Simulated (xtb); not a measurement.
## Run report: PF₅, geometry relaxation (part 1 of 2)

The run: geometry relaxation of PF₅, SMILES FP(F)(F)(F)F. Method and program: GFN2-xTB (xtb 6.7.1 later snapshot).

The geometry comes from this level: GFN2-xTB.

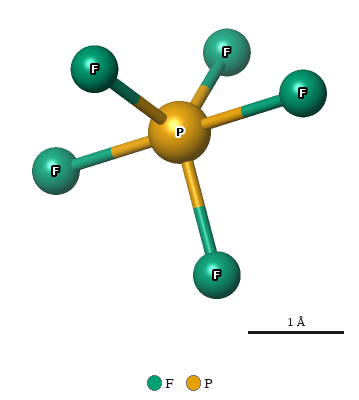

The starting structure (ball-and-stick view, seen at a tilt).

Input file (mol.xyz):
```
6
start
F     -0.028740    -1.201520     0.992810
P     -0.000680     0.000150    -0.000180
F     -1.328670     0.538480    -0.615080
F      0.154780    -1.010300    -1.217270
F      1.358380     0.664300    -0.378660
F     -0.155070     1.008900     1.218380
```

Run on 1 thread of Arm Neoverse N1, 24 GiB of memory available, shared host.

Launched with:
```bash
xtb mol.xyz --chrg 0 -o vtight > mol.out
```

What the program printed:
```
* xtb version 6.7.1
   ID    Z sym.   atoms
    1    9 F      1, 3-6
    2   15 P      2

           -------------------------------------------------
          |                Calculation Setup                |
           -------------------------------------------------

          program call               : xtb mol.xyz --chrg 0 -o vtight
          coordinate file            : mol.xyz
          omp threads                :                     1

           -------------------------------------------------
          |                 G F N 2 - x T B                 |
           -------------------------------------------------

      * Hamiltonian:
        H0-scaling (s, p, d)           1.850000    2.230000    2.230000
        zeta-weighting                 0.500000
      * Dispersion:
        s8                             2.700000
        a1                             0.520000
        a2                             5.000000
        s9                             5.000000
      * Repulsion:
        kExp                           1.500000    1.000000
        rExp                           1.000000
      * Coulomb:
        alpha                          2.000000
        third order                    shell-resolved
        anisotropic                    true
        a3                             3.000000
        a5                             4.000000
        cn-shift                       1.200000
        cn-exp                         4.000000
        max-rad                        5.000000

          ...................................................
          :                      SETUP                      :
          :.................................................:
          :  # basis functions                  30          :
          :  # atomic orbitals                  29          :
          :  # shells                           13          :
          :  # electrons                        40          :
          :  max. iterations                   250          :
          :  Hamiltonian                  GFN2-xTB          :
          :  restarted?                      false          :
          :  GBSA solvation                  false          :
          :  PC potential                    false          :
          :  electronic temp.          300.0000000     K    :
          :  accuracy                    1.0000000          :
          :  -> integral cutoff          0.2500000E+02      :
          :  -> integral neglect         0.1000000E-07      :
          :  -> SCF convergence          0.1000000E-05 Eh   :
          :  -> wf. convergence          0.1000000E-03 e    :
          :  Broyden damping             0.4000000          :
          :  net charge                          0          :
          :  unpaired electrons                  0          :
          ...................................................

 iter      E             dE          RMSdq      gap      omega  full diag
   1    -26.3689395 -0.263689E+02  0.101E+01   14.33       0.0  T
   2    -26.4033674 -0.344279E-01  0.545E+00   13.52       1.0  T
   3    -26.4177254 -0.143580E-01  0.144E+00   12.33       1.0  T
   4    -26.4184448 -0.719418E-03  0.918E-01   12.71       1.0  T
   5    -26.4190703 -0.625477E-03  0.925E-02   12.54       1.0  T
   6    -26.4190798 -0.949894E-05  0.431E-02   12.51       1.0  T
   7    -26.4190813 -0.147113E-05  0.206E-02   12.51       2.0  T
   8    -26.4190818 -0.469987E-06  0.371E-03   12.52      11.0  T
   9    -26.4190818 -0.160189E-07  0.508E-04   12.52      80.3  T
  10    -26.4190818 -0.101188E-09  0.392E-04   12.52     104.1  T

   *** convergence criteria satisfied after 10 iterations ***

         #    Occupation            Energy/Eh            Energy/eV
      -------------------------------------------------------------
         1        2.0000           -0.9056468             -24.6439
       ...           ...                  ...                  ...
        14        2.0000           -0.5877988             -15.9948
        15        2.0000           -0.5688349             -15.4788
        16        2.0000           -0.5572629             -15.1639
        17        2.0000           -0.5572086             -15.1624
        18        2.0000           -0.5567137             -15.1490
        19        2.0000           -0.5566894             -15.1483
        20        2.0000           -0.5558090             -15.1243 (HOMO)
        21                         -0.0958588              -2.6085 (LUMO)
        22                         -0.0947255              -2.5776
        23                         -0.0468244              -1.2742
        24                          0.2299788               6.2580
        25                          0.2694306               7.3316
       ...                                ...                  ...
        29                          2.0114364              54.7340
      -------------------------------------------------------------
                  HL-Gap            0.4599502 Eh           12.5159 eV
             Fermi-level           -0.3258339 Eh           -8.8664 eV

 SCC (total)                   0 d,  0 h,  0 min,  0.006 sec
 SCC setup                      ...        0 min,  0.000 sec (  1.433%)
 Dispersion                     ...        0 min,  0.000 sec (  0.411%)
 classical contributions        ...        0 min,  0.000 sec (  0.103%)
 integral evaluation            ...        0 min,  0.001 sec ( 15.233%)
 iterations                     ...        0 min,  0.003 sec ( 53.814%)
 molecular gradient             ...        0 min,  0.002 sec ( 26.522%)
 printout                       ...        0 min,  0.000 sec (  2.254%)

         :::::::::::::::::::::::::::::::::::::::::::::::::::::
         ::                     SUMMARY                     ::
         :::::::::::::::::::::::::::::::::::::::::::::::::::::
         :: total energy             -26.371999320933 Eh    ::
         :: gradient norm              0.000707428622 Eh/a0 ::
         :: HOMO-LUMO gap             12.515881817741 eV    ::
         ::.................................................::
         :: SCC energy               -26.419081485837 Eh    ::
         :: -> isotropic ES            0.083185183585 Eh    ::
         :: -> anisotropic ES         -0.002730938274 Eh    ::
         :: -> anisotropic XC         -0.013526812549 Eh    ::
         :: -> dispersion             -0.003206482725 Eh    ::
         :: repulsion energy           0.047082164904 Eh    ::
         :: add. restraining           0.000000000000 Eh    ::
         :: total charge               0.000000000000 e     ::
         :::::::::::::::::::::::::::::::::::::::::::::::::::::

      -----------------------------------------------------------
     |                   =====================                   |
     |                        A N C O P T                        |
     |                   =====================                   |
     |               Approximate Normal Coordinate               |
     |                Rational Function Optimizer                |
      -----------------------------------------------------------

          ...................................................
          :                      SETUP                      :
          :.................................................:
          :   optimization level         verytight          :
          :   max. optcycles                   200          :
          :   ANC micro-cycles                  20          :
          :   degrees of freedom                12          :
          :.................................................:
          :   RF solver                   davidson          :
          :   write xtbopt.log                true          :
          :   linear?                        false          :
          :   energy convergence         0.1000000E-06 Eh   :
          :   grad. convergence          0.2000000E-03 Eh/α :
          :   maximum RF displ.          1.0000000          :
          :   Hlow (freq-cutoff)         0.1000000E-01      :
          :   Hmax (freq-cutoff)         5.0000000          :
          :   S6 in model hess.         20.0000000          :
          ...................................................

generating ANC from exact Hessian ...
Using Lindh-Hessian (1995)
 Shifting diagonal of input Hessian by    0.0000000000000000
 Lowest  eigenvalues of input Hessian
    0.000000    0.000000    0.000000    0.000000    0.000000    0.000000
    0.158591    0.236727    0.289806    0.290303    0.315753    0.380045
    0.467110    0.850657    0.946127    2.638134    2.779480    2.834724
 Highest eigenvalues
    0.467110    0.850657    0.946127    2.638134    2.779480    2.834724

........................................................................
.............................. CYCLE    1 ..............................
........................................................................

 iter      E             dE          RMSdq      gap      omega  full diag
   1    -26.4190818 -0.264191E+02  0.435E-06   12.52       0.0  T
   2    -26.4190818 -0.177636E-13  0.204E-06   12.52   19972.6  T
   3    -26.4190818 -0.355271E-14  0.610E-07   12.52   66937.9  T
     SCC iter.                  ...        0 min,  0.001 sec
     gradient                   ...        0 min,  0.002 sec
 * total energy  :   -26.3719993 Eh     change       -0.1837428E-09 Eh
   gradient norm :     0.0007077 Eh/α   predicted     0.0000000E+00 (-100.00%)
   displ. norm   :     0.0017429 α      lambda       -0.7131639E-06
   maximum displ.:     0.0010580 α      in ANC's #7, #8, #3, ...

........................................................................
.............................. CYCLE    2 ..............................
........................................................................

 iter      E             dE          RMSdq      gap      omega  full diag
   1    -26.4191249 -0.264191E+02  0.559E-03   12.52       0.0  T
   2    -26.4191249 -0.873488E-08  0.394E-03   12.52      10.4  T
   3    -26.4191249 -0.130717E-08  0.224E-03   12.52      18.2  T
   4    -26.4191249 -0.786216E-10  0.125E-04   12.52     326.1  T
   5    -26.4191249 -0.272493E-11  0.563E-05   12.52     725.5  T
     SCC iter.                  ...        0 min,  0.001 sec
     gradient                   ...        0 min,  0.002 sec
 * total energy  :   -26.3720001 Eh     change       -0.8054430E-06 Eh
   gradient norm :     0.0003945 Eh/α   predicted    -0.3562861E-06 ( -55.77%)
   displ. norm   :     0.0018444 α      lambda       -0.4175183E-06
   maximum displ.:     0.0012076 α      in ANC's #7, #8, #6, ...

........................................................................
.............................. CYCLE    3 ..............................
........................................................................

 iter      E             dE          RMSdq      gap      omega  full diag
   1    -26.4191619 -0.264192E+02  0.590E-03   12.52       0.0  T
   2    -26.4191619 -0.130866E-07  0.435E-03   12.52       9.4  T
   3    -26.4191619 -0.179971E-08  0.291E-03   12.52      14.0  T
   4    -26.4191619 -0.212449E-09  0.122E-04   12.53     334.1  T
   5    -26.4191619 -0.282085E-11  0.640E-05   12.53     638.1  T
     SCC iter.                  ...        0 min,  0.001 sec
     gradient                   ...        0 min,  0.002 sec
 * total energy  :   -26.3720005 Eh     change       -0.3298486E-06 Eh
   gradient norm :     0.0001198 Eh/α   predicted    -0.2081430E-06 ( -36.90%)
   displ. norm   :     0.0003802 α      lambda       -0.1414300E-07
   maximum displ.:     0.0003156 α      in ANC's #1, #6, #8, ...

........................................................................
.............................. CYCLE    4 ..............................
........................................................................

 iter      E             dE          RMSdq      gap      omega  full diag
   1    -26.4191580 -0.264192E+02  0.100E-03   12.53       0.0  T
   2    -26.4191580 -0.276813E-09  0.720E-04   12.53      56.7  T
   3    -26.4191580 -0.387352E-10  0.429E-04   12.53      95.1  T
     SCC iter.                  ...        0 min,  0.001 sec
     gradient                   ...        0 min,  0.002 sec
 * total energy  :   -26.3720005 Eh     change       -0.2020557E-07 Eh
   gradient norm :     0.0000771 Eh/α   predicted    -0.8303609E-08 ( -58.90%)
   displ. norm   :     0.0009026 α      lambda       -0.3099886E-07
   maximum displ.:     0.0007836 α      in ANC's #1, #6, #9, ...

   *** GEOMETRY OPTIMIZATION CONVERGED AFTER 4 ITERATIONS ***

------------------------------------------------------------------------
 total energy gain   :        -0.0000012 Eh       -0.0007 kcal/mol
 total RMSD          :         0.0014962 a0        0.0008 Å
 total power (kW/mol):        -0.0007586 (step)   -0.1968 (real)
------------------------------------------------------------------------
```
